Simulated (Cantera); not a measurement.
Input: 1 mol trisilylamine, 1.2 mol NH3, at 0.00780 bar.

Method: chemical equilibrium by Gibbs-energy minimisation in Cantera with the NASA 1993 tables (ideal gas, pure condensed phases). Candidate condensed phases: Si, Si3N4; 18 gas species. The feed counts by its element totals alone. Mutual solubility and eutectic melting of coexisting phases are not modelled. Gases not in the tables: Si2H6 and higher silanes. The numbers say what is thermodynamically allowed, not how fast it happens.

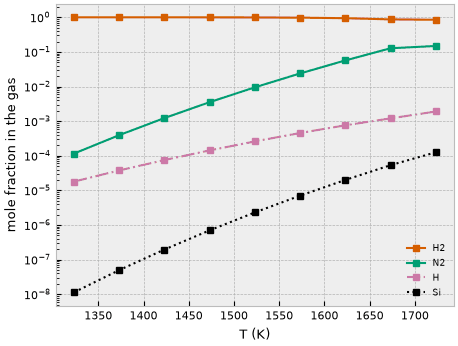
Figure. Equilibrium gas composition (values under 1e-9 drawn at 1e-9)

From 1323 K to 1673 K the condensed part is Si(s) + Si3N4(s). At 1723 K the condensed part is Si(l). The main Si-bearing gas is SiH2 at 1323 K and Si at 1723 K.
